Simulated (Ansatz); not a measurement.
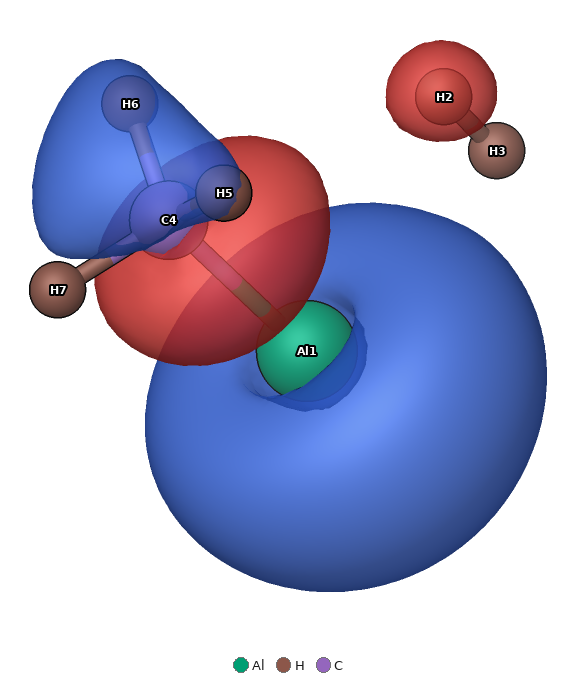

CH₃Al···H₂. The HOMO at ±0.1 Å⁻³ᐟ² (red and blue are the two phases), seen at a tilt.

Level of theory: RKS LDA/def2-SVP (Ansatz 0.2.0).

```tsv
atom	x (Å)	y (Å)	z (Å)
Al	0.4716	0.1118	-1.4532
H	0.4222	-0.0437	1.0038
H	1.1714	0.0052	0.7410
C	-1.4269	-0.0017	-0.8476
H	-1.6774	-0.9425	-0.3036
H	-1.7496	0.8454	-0.1980
H	-2.0779	0.0254	-1.7521
```

Q: What is the character of this orbital?

A: Its weight (Hirshfeld) is mainly on Al1 (about 70 %) and C4 (about 20 %). Its energy is −4.58 eV.
